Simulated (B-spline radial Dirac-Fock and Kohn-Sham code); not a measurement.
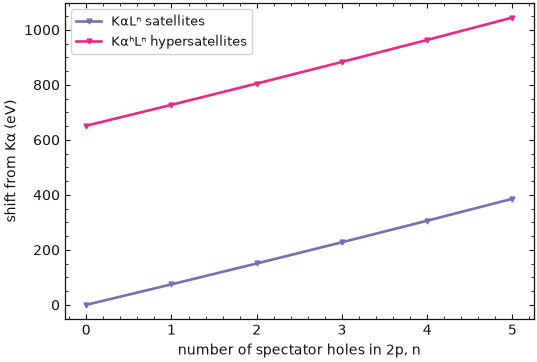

Shifts of Kα satellites and hypersatellites with the number of spectator holes in 2p, counted from the Kα line without spectators. Species: atomic Xe in the configuration [Xe]. Level of theory: Dirac–Fock ΔSCF (average of configuration, Fermi nucleus, Breit and QED terms, no correlation); calculated with a radial B-spline solver.

Question: What does the first 2p spectator hole do to the line, and why?

Answer: It shifts it up by 74.5 eV: the missing electron screens the nucleus less, and the 1s binding energy rises more than the 2p one.
